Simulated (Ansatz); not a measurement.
**F₂GeH₄OSi: density, localisation and related maps**

Input

```
crystal:
  periodic: [false, false, false]
  atoms:
    - {symbol: F, position_ang: [1.781724, -1.296709, -1.079123]}
    - {symbol: Ge, position_ang: [1.497939, -0.386371, 0.349209]}
    - {symbol: F, position_ang: [2.068375, 1.191904, -0.019415]}
    - {symbol: O, position_ang: [-0.209627, -0.300153, 0.610195]}
    - {symbol: Si, position_ang: [-1.527291, 0.301746, -0.184112]}
    - {symbol: H, position_ang: [2.241763, -0.978120, 1.531401]}
    - {symbol: H, position_ang: [-1.172480, 0.663432, -1.579573]}
    - {symbol: H, position_ang: [-2.577051, -0.745071, -0.182214]}
    - {symbol: H, position_ang: [-2.014752, 1.503042, 0.536532]}
basis:
  gaussian: {orbitals: def2-TZVPP}
hamiltonian: {xc: pbe0, dispersion: d4}
output: {orbitals: {seedname: orbitals}}
```

Launched as:

```sh
ansatz run in.yaml --threads 2 --pin off --events-out ev --progress --plain --max-ram 32768MiB --backend cpu
```

Geometry: PBE0-D4/def2-TZVP.

Theory: Ansatz 0.2.0, RKS PBE0-D4/def2-TZVPP.

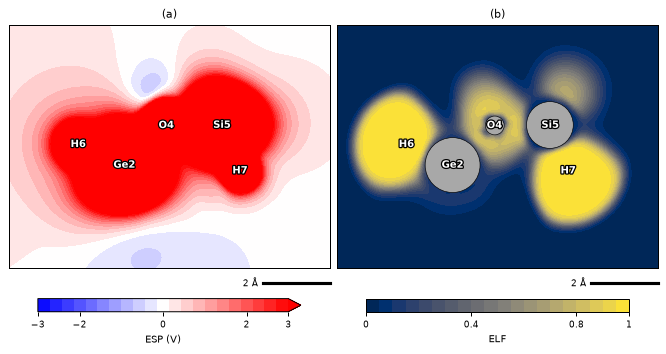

Figure 1. (a) molecular electrostatic potential; (b) ELF on the plane of atoms O4, Ge2 and H6. Grey discs cover the atomic cores in the ELF map.

> Interpret the plot.

The section cuts through Ge, O, Si and H sites. Si–O (1.65 Å): the ELF peaks at about 0.85 between the atoms; a shared but strongly polarised pair. Ge–O (1.73 Å): the ELF peaks at about 0.85 in the valence shell of O, 0.6 Å from its nucleus, and is about 0.35 at the midpoint. Si–H (1.48 Å): the ELF climbs to about 1 towards the hydrogen, as it does in any bond to H. Ge–H (1.52 Å): the ELF climbs to about 1 towards the hydrogen. The ELF also peaks beside O4, away from the bonds: lone-pair regions. Outside the dense part of the molecule the potential is most negative (−0.6 V) near O4.

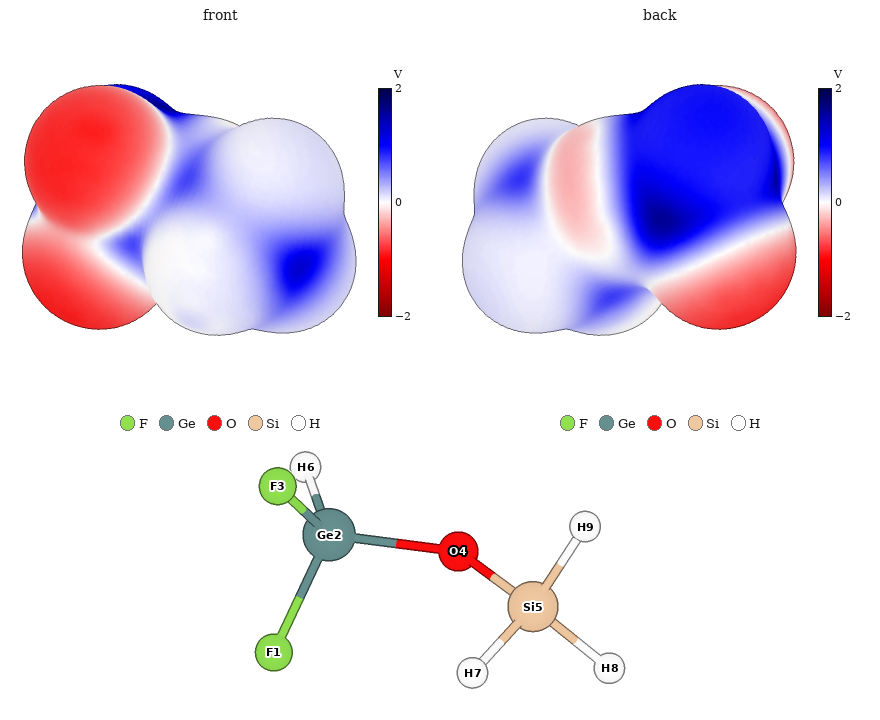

Figure 2. The electrostatic potential painted on the density surface at 0.001 e/bohr³, seen from the front and from behind; the colour scale runs from red (negative) to blue (positive). The bare structure is drawn below in the same view.

> Where is the surface potential most negative and most positive?

The most negative region (about −0.9 V) lies over F1 and F3, the most positive (about +1.5 V) over Ge2.

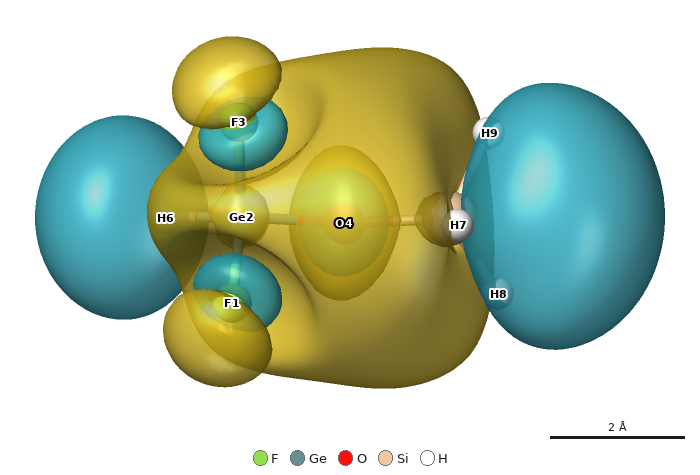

Figure 3. One frontier orbital at ±0.04 Å⁻³ᐟ² (yellow and cyan are the two phases), seen across its widest extent.

> Which orbital is it: HOMO or LUMO?

The LUMO, at −0.48 eV. By Hirshfeld shares it lies mainly on Si5 (about 30 %), Ge2 (about 25 %), O4 (about 10 %) and H6 (about 10 %).
